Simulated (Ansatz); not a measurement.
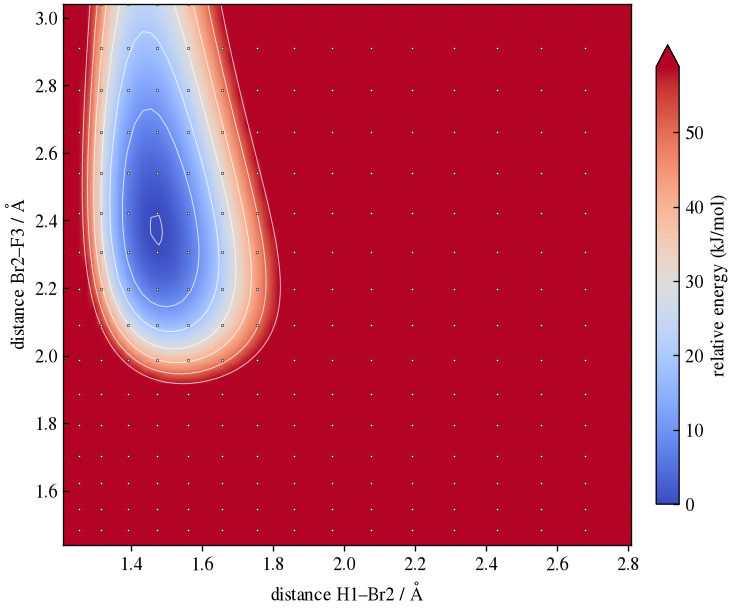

The system H⁻ + BrF. First axis: distance H1–Br2. Second axis: distance Br2–F3. Nothing is relaxed (the angle H1–Br2–F3 is fixed at 180 degrees). The grid has 17 × 17 points. Points are written as (first, second). All energies are given in kJ/mol relative to the lowest grid point. The reference is spin-restricted, so regions where a bond is pulled apart into radicals lie too high. The calculation used RKS PBE0-D4/def2-SVPD in Ansatz.

In the figure: a smooth colour map with a few white contour lines, dots at the grid points, one colour for all values above the top of the scale. Between grid points the surface is interpolated.

Where is the minimum, and how stiff is the well along each coordinate?

The interpolated minimum is at distance H1–Br2 ≈ 1.472 Å, distance Br2–F3 ≈ 2.373 Å. The curvatures there are about 20 eV/Å² and 3 eV/Å², with a cross term of about 1.8 eV/Å². Round the minimum the valley is somewhat tilted: raising distance H1–Br2 shifts the best value of distance Br2–F3 downwards (coupling k₁₂/√(k₁₁k₂₂) about 0.2). (1 eV is 96.5 kJ/mol.)
